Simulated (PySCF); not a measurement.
**CHClGeNO (SMILES O=C=[N][GeH][Cl]) at 6 levels**

We compute a comparison of 6 runs (UHF/STO-3G, UHF/3-21G, UPBE/3-21G, UB3LYP/6-31G*, UBP86/def2-SVP, UPBE0/pcseg-2) of CHClGeNO. Input form: a Python script.

The results are computed with PySCF 2.14.0.

## 1. The molecule

CHClGeNO: 6 atoms, total charge 0, spin state doublet. As SMILES, `O=C=[N][GeH][Cl]`. Geometry: relaxed at PBE0-D4/def2-TZVP. This is one conformer, not always the lowest.

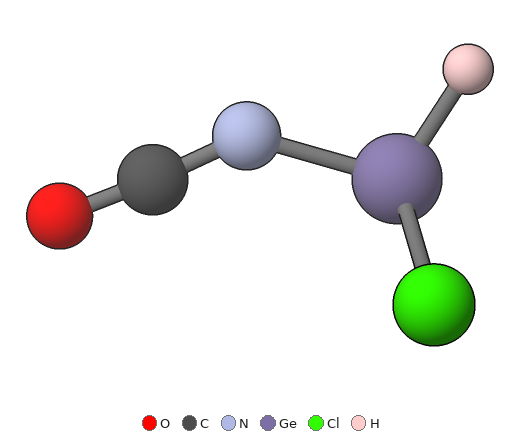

Viewed from a chosen angle; oxygen red, carbon dark grey, nitrogen light blue, germanium purple, chlorine green, hydrogen pink.

## 2. Energy and forces at UHF/STO-3G (run 1)

File calc.py:

```python
# O=C=[N][GeH][Cl]
from pyscf import gto, scf

system = gto.M(
    atom='''
O    0.024100  -1.617100  -2.245100
C   -0.242900  -1.020000  -1.284700
N   -0.575200  -0.454300  -0.273000
Ge  -0.153300   1.067300   0.651100
Cl   1.946900   0.976200   1.132800
H   -0.957700   0.983900   1.972700
''',
    basis='sto-3g',
    spin=1,
    verbose=3,
    max_memory=1860,
    charge=0,
)

hf = scf.UHF(system)
hf.conv_tol = 1e-10
hf.kernel()
if not hf.converged:
    hf = hf.newton().run(hf.mo_coeff, hf.mo_occ)

e_final = hf.e_tot
print('E(%s) = %.9f' % ('HF', e_final))
grad = hf.nuc_grad_method().kernel()
hf.analyze()
```

The run is started by

```sh
$ OMP_NUM_THREADS=1 python calc.py
```

The log of the run:

```text
converged SCF energy = -2671.9217972496  <S^2> = 0.75969901  2S+1 = 2.0096756
E(HF) = -2671.921797250
--------------- UHF gradients ---------------
         x                y                z
0 O    -0.0134955829     0.0376830833     0.0562569554
1 C     0.0056721082    -0.0287410723    -0.0365329219
2 N    -0.0048199912    -0.0479493247    -0.0425660933
3 Ge     0.0325220952     0.0410824725    -0.0081309685
4 Cl     0.0012595800     0.0007612493    -0.0003672553
5 H    -0.0211382092    -0.0028364081     0.0313402836
----------------------------------------------
**** MO energy ****
                             alpha | beta                alpha | beta
MO #1   energy= -400.620954978294  | -400.618955515263  occ= 1 | 1
MO #2   energy= -103.640259136204  | -103.639626046948  occ= 1 | 1
MO #3   energy= -50.4637162697245  | -50.4613756573893  occ= 1 | 1
MO #4   energy= -45.5289817038929  | -45.5258722136867  occ= 1 | 1
MO #5   energy= -45.5266388863082  | -45.5253862539604  occ= 1 | 1
MO #6   energy= -45.5261360708487  | -45.5243144077395  occ= 1 | 1
MO #7   energy= -20.3363014384205  | -20.3332147169863  occ= 1 | 1
MO #8   energy= -15.3014542205409  | -15.302042707846   occ= 1 | 1
MO #9   energy= -11.2115598965082  | -11.211591133392   occ= 1 | 1
MO #10  energy= -10.3327801858399  | -10.331882093053   occ= 1 | 1
MO #11  energy= -7.77705006942038  | -7.77505449227158  occ= 1 | 1
MO #12  energy= -7.77144763020102  | -7.77066234288366  occ= 1 | 1
MO #13  energy= -7.7709530507889   | -7.7697774951974   occ= 1 | 1
MO #14  energy= -6.5554456678475   | -6.54853785488346  occ= 1 | 1
MO #15  energy= -4.59960788337478  | -4.59318942589067  occ= 1 | 1
MO #16  energy= -4.59500538762521  | -4.5910391349638   occ= 1 | 1
[... 19 lines of this table left out ...]
MO #36  energy= -0.270117594909454 | 0.106003902507666  occ= 1 | 0
MO #37  energy= 0.273725358550195  | 0.29393710584009   occ= 0 | 0
MO #38  energy= 0.300796891499327  | 0.329504068528937  occ= 0 | 0
MO #39  energy= 0.392562954614663  | 0.410818557237664  occ= 0 | 0
MO #40  energy= 0.440662240866264  | 0.457762099542583  occ= 0 | 0
MO #41  energy= 0.460851517332192  | 0.506245899684288  occ= 0 | 0
MO #42  energy= 0.685890467424633  | 0.69191806165543   occ= 0 | 0
MO #43  energy= 1.42518551100339   | 1.42711731447739   occ= 0 | 0

To work with the spin densities directly, `use mulliken_meta_spin()` only printing them here.

 ** Mulliken spin pop alpha/beta on meta-lowdin orthogonal AOs **
 ** Mulliken Spin Density (per atom)  **
spin density of  0 O =      0.09563
spin density of  1 C =      0.00444
spin density of  2 N =     -0.02317
spin density of  3 Ge =      0.80978
spin density of  4 Cl =      0.05596
spin density of  5 H =      0.05736
 ** Mulliken pop alpha/beta on meta-lowdin orthogonal AOs **
 ** Mulliken atomic charges   ( Nelec_alpha | Nelec_beta ) **
charge of  0O =     -0.16625  (     4.13094      4.03531 )
charge of  1C =      0.28234  (     2.86105      2.85661 )
charge of  2N =     -0.39753  (     3.68718      3.71035 )
charge of  3Ge =      0.67525  (    16.06727     15.25749 )
charge of  4Cl =     -0.30592  (     8.68094      8.62498 )
charge of  5H =     -0.08788  (     0.57262      0.51526 )
Dipole moment(X, Y, Z, Debye): -2.45067,  2.17003,  0.26237
```

Run time: 1.5 s. Hardware: 1 thread of AMD EPYC 9R45 (Zen 5), shared host; peak memory 0.12 GiB.

## 3. Energy and forces at UHF/3-21G (run 2)

File job.py:

```python
from pyscf import gto, scf

mol = gto.Mole()
mol.atom = [
    ('O', (0.024100, -1.617100, -2.245100)),
    ('C', (-0.242900, -1.020000, -1.284700)),
    ('N', (-0.575200, -0.454300, -0.273000)),
    ('Ge', (-0.153300, 1.067300, 0.651100)),
    ('Cl', (1.946900, 0.976200, 1.132800)),
    ('H', (-0.957700, 0.983900, 1.972700)),
]
mol.basis = '3-21g'
mol.max_memory = 1860
mol.verbose = 4
mol.spin = 1
mol.build()

calc0 = scf.UHF(mol)
calc0.conv_tol = 1e-10
calc0.kernel()
if not calc0.converged:
    calc0 = calc0.newton().run(calc0.mo_coeff, calc0.mo_occ)

energy = calc0.e_tot
print('Final energy', energy)
grad = calc0.nuc_grad_method().kernel()
dip = calc0.dip_moment()
pop, q = calc0.mulliken_pop()
```

The run is started by

```sh
$ OMP_NUM_THREADS=1 python job.py
```

The log of the run:

```text
PySCF version 2.14.0

[... 110 lines left out ...]
converged SCF energy = -2689.51293653091  <S^2> = 0.75506261  2S+1 = 2.0050562
Final energy -2689.5129365309085
[... 1 line left out ...]
******** <class 'pyscf.grad.uhf.Gradients'> for <class 'pyscf.scf.uhf.UHF'> ********
unit = Eh/Bohr
--------------- UHF gradients ---------------
         x                y                z
0 O    -0.0012588145     0.0020579420     0.0039799578
1 C     0.0162391372    -0.0026345015    -0.0252536263
2 N    -0.0239650378    -0.0137725953     0.0232821438
3 Ge     0.0422671450     0.0183325544    -0.0003129734
4 Cl    -0.0307207238    -0.0002256229    -0.0063132506
5 H    -0.0025617061    -0.0037577767     0.0046177486
----------------------------------------------
Dipole moment(X, Y, Z, Debye): -2.54283,  2.41475,  0.52339
 ** Mulliken pop       alpha | beta **
pop of  0 O 1s        0.99397 | 0.99394
pop of  0 O 2s        0.21887 | 0.21792
pop of  0 O 3s        0.77237 | 0.77038
[... 61 lines of this table left out ...]
In total            36.00000 | 35.00000
 ** Mulliken atomic charges   ( Nelec_alpha | Nelec_beta ) **
charge of  0O =     -0.56364  (     4.30204      4.26160 )
charge of  1C =      0.99785  (     2.50457      2.49758 )
charge of  2N =     -0.94881  (     3.97866      3.97014 )
charge of  3Ge =      1.15669  (    15.80865     15.03466 )
charge of  4Cl =     -0.49459  (     8.77297      8.72162 )
charge of  5H =     -0.14751  (     0.63311      0.51440 )
```

Run time: 1.6 s. Hardware: 1 thread of AMD EPYC 9R45 (Zen 5), shared host; peak memory 0.13 GiB.

Run 3 isn't shown in full; the table further down has it.

## 4. Energy and forces at UB3LYP/6-31G(d) (spherical functions) (run 4)

File job.py:

```python
# O=C=[N][GeH][Cl]
import pyscf.grad
from pyscf import gto, dft

system = gto.Mole()
system.atom = [
    ('O', (0.024100, -1.617100, -2.245100)),
    ('C', (-0.242900, -1.020000, -1.284700)),
    ('N', (-0.575200, -0.454300, -0.273000)),
    ('Ge', (-0.153300, 1.067300, 0.651100)),
    ('Cl', (1.946900, 0.976200, 1.132800)),
    ('H', (-0.957700, 0.983900, 1.972700)),
]
system.max_memory = 1860
system.basis = '6-31g*'
system.verbose = 3
system.spin = 1
system.charge = 0
system.build()

ks = dft.UKS(system)
ks.xc = 'b3lyp'
ks.conv_tol = 1e-10
ks.grids.level = 5
ks.kernel()
if not ks.converged:
    ks = ks.newton().run(ks.mo_coeff, ks.mo_occ)

energy = ks.e_tot
print('E(%s) = %.9f' % ('B3LYP', energy))
grad = ks.Gradients().kernel()
dip = ks.dip_moment()
pop, q = ks.mulliken_pop()
```

The run is started by

```sh
$ OMP_NUM_THREADS=1 python job.py
```

The log of the run:

```text
WARN: HOMO -0.189092456903466 >= LUMO -0.189092456903465

converged SCF energy = -2705.66225285112  <S^2> = 0.75226333  2S+1 = 2.0022621
E(B3LYP) = -2705.662252851
--------------- UKS gradients ---------------
         x                y                z
0 O    -0.0061023351     0.0144725860     0.0229247605
1 C     0.0007367636    -0.0039164274    -0.0047954935
2 N     0.0074939279    -0.0034879181    -0.0141692949
3 Ge     0.0081624160    -0.0087273508     0.0037141417
4 Cl    -0.0122548642     0.0004595236    -0.0036582183
5 H     0.0019624338     0.0012023052    -0.0040093758
----------------------------------------------
Dipole moment(X, Y, Z, Debye): -1.48343,  1.40120,  0.83587
 ** Mulliken pop       alpha | beta **
pop of  0 O 1s        0.99871 | 0.99870
pop of  0 O 2s        0.46766 | 0.46642
pop of  0 O 3s        0.44819 | 0.44836
pop of  0 O 2px       0.48670 | 0.48581
pop of  0 O 2py       0.48733 | 0.46633
pop of  0 O 2pz       0.47606 | 0.46600
pop of  0 O 3px       0.28857 | 0.28879
pop of  0 O 3py       0.27189 | 0.26365
pop of  0 O 3pz       0.23758 | 0.23464
pop of  0 O 3dxy      0.00173 | 0.00174
pop of  0 O 3dyz      0.00411 | 0.00414
pop of  0 O 3dz^2     0.00513 | 0.00528
pop of  0 O 3dxz      0.00398 | 0.00401
pop of  0 O 3dx2-y2    0.00174 | 0.00180
pop of  1 C 1s        0.99842 | 0.99843
pop of  1 C 2s        0.35338 | 0.35361
pop of  1 C 3s        0.09422 | 0.09496
pop of  1 C 2px       0.28887 | 0.28985
pop of  1 C 2py       0.32658 | 0.31437
pop of  1 C 2pz       0.37508 | 0.37029
pop of  1 C 3px       0.11982 | 0.12063
pop of  1 C 3py       0.08694 | 0.08525
pop of  1 C 3pz       0.03616 | 0.03506
pop of  1 C 3dxy      0.00635 | 0.00621
pop of  1 C 3dyz      0.01225 | 0.01139
pop of  1 C 3dz^2     0.01847 | 0.01734
pop of  1 C 3dxz      0.01461 | 0.01453
[... 55 lines of this table left out ...]
pop of  4 Cl 3py       0.64949 | 0.61937
pop of  4 Cl 3pz       0.64783 | 0.61393
pop of  4 Cl 4px       0.18475 | 0.18023
pop of  4 Cl 4py       0.32043 | 0.31797
pop of  4 Cl 4pz       0.31402 | 0.31020
pop of  4 Cl 3dxy      0.00135 | 0.00097
pop of  4 Cl 3dyz      0.00011 | 0.00006
pop of  4 Cl 3dz^2     0.00088 | 0.00086
pop of  4 Cl 3dxz      0.00178 | 0.00155
pop of  4 Cl 3dx2-y2    0.00282 | 0.00285
pop of  5 H 1s        0.27061 | 0.20462
pop of  5 H 2s        0.26632 | 0.19042
In total            36.00000 | 35.00000
 ** Mulliken atomic charges   ( Nelec_alpha | Nelec_beta ) **
charge of  0O =     -0.31505  (     4.17938      4.13567 )
charge of  1C =      0.54431  (     2.73772      2.71797 )
charge of  2N =     -0.38821  (     3.72008      3.66813 )
charge of  3Ge =      0.25033  (    16.19512     15.55455 )
charge of  4Cl =     -0.15941  (     8.63077      8.52864 )
charge of  5H =      0.06804  (     0.53693      0.39503 )
```

Run time: 26 s. Hardware: 1 thread of AMD EPYC 9R45 (Zen 5), shared host; peak memory 0.98 GiB.

Run 5 isn't shown in full; the table further down has it.

## 5. Energy and forces at UPBE0/pcseg-2 (run 6)

File mol.xyz:

```xyz
6
CHClGeNO
O      0.024100    -1.617100    -2.245100
C     -0.242900    -1.020000    -1.284700
N     -0.575200    -0.454300    -0.273000
Ge    -0.153300     1.067300     0.651100
Cl     1.946900     0.976200     1.132800
H     -0.957700     0.983900     1.972700
```

File input.py:

```python
import pyscf.grad
from pyscf import gto, dft

molecule = gto.M(
    atom='mol.xyz',
    basis='pcseg-2',
    max_memory=1860,
    spin=1,
    verbose=4,
    charge=0,
)

calc0 = dft.UKS(molecule)
calc0.xc = 'pbe0'
calc0.grids.level = 5
calc0.conv_tol = 1e-10
calc0.kernel()
if not calc0.converged:
    calc0 = calc0.newton().run(calc0.mo_coeff, calc0.mo_occ)

e_tot = calc0.e_tot
print('E = %.10f Eh' % e_tot)
grad = calc0.Gradients().kernel()
dip = calc0.dip_moment()
pop, q = calc0.mulliken_pop()
```

The run is started by

```sh
$ OMP_NUM_THREADS=1 python input.py
```

The log of the run:

```text
PySCF version 2.14.0

[... 111 lines left out ...]
converged SCF energy = -2705.44906768593  <S^2> = 0.75299168  2S+1 = 2.0029894
[... 2 lines left out ...]
******** <class 'pyscf.grad.uks.Gradients'> for <class 'pyscf.dft.uks.UKS'> ********
unit = Eh/Bohr
grid_response = False
--------------- UKS gradients ---------------
         x                y                z
0 O     0.0000925579    -0.0000750256    -0.0001362409
1 C     0.0002205924     0.0001600397    -0.0001499020
2 N    -0.0002593014     0.0000407356     0.0006205819
3 Ge     0.0008768046     0.0000601029    -0.0004943051
4 Cl    -0.0005903311    -0.0001157310    -0.0002693264
5 H    -0.0003411354    -0.0000679149     0.0004346191
----------------------------------------------
Dipole moment(X, Y, Z, Debye): -1.39517,  1.62724,  1.00551
 ** Mulliken pop       alpha | beta **
pop of  0 O 1s        0.99927 | 0.99927
pop of  0 O 2s        0.31695 | 0.31619
pop of  0 O 3s        0.43735 | 0.43667
[... 178 lines of this table left out ...]
In total            36.00000 | 35.00000
 ** Mulliken atomic charges   ( Nelec_alpha | Nelec_beta ) **
charge of  0O =     -0.32725  (     4.18198      4.14528 )
charge of  1C =      0.54644  (     2.74236      2.71119 )
charge of  2N =     -0.40484  (     3.71382      3.69102 )
charge of  3Ge =      0.40551  (    16.14174     15.45274 )
charge of  4Cl =     -0.21416  (     8.65316      8.56100 )
charge of  5H =     -0.00570  (     0.56694      0.43876 )
```

Wall time 1.8 min (1 thread of AMD EPYC 9R45 (Zen 5), shared host); peak memory 2.5 GiB.

## 6. Overview of the runs

```
run                                level  integration grid   energy (Eh)  dipole moment (D)  HOMO energy (eV)  LUMO energy (eV)  wall time
  1                           UHF/STO-3G                 –  -2671.921797               3.28             -7.35              2.88      1.5 s
  2                            UHF/3-21G                 –  -2689.512937               3.55             -9.88             -0.50      1.6 s
  3                           UPBE/3-21G                 5  -2692.021647               2.24             -5.65             -4.66       11 s
  4  UB3LYP/6-31G* (spherical functions)                 5  -2705.662253               2.21             -6.66             -4.17       26 s
  5                       UBP86/def2-SVP                 5  -2705.702365               1.87             -5.76             -4.73       20 s
  6                        UPBE0/pcseg-2                 5  -2705.449068               2.37             -7.05             -3.89    1.8 min
```

## 7. Outcome

| quantity | value |
| --- | --- |
| run 6: total energy | -2705.44907 Eh |
| run 6: dipole moment | 2.37 D |
| run 6: HOMO energy (highest over α and β) | -7.05 eV |
| run 6: LUMO energy (lowest over α and β) | -3.89 eV |
| run 6: ⟨S²⟩ | 0.753 |
| run 6: largest force on an atom | 0.052 eV/Å |

The dipole moment (its size) runs from 1.87 D (UBP86/def2-SVP) to 3.55 D (UHF/3-21G). The two ends differ in method and basis. Totals of different functionals can't be ranked against each other. In run 1 the basis is minimal, so the values are rough. All runs together took 2.8 min, the longest 1.8 min.
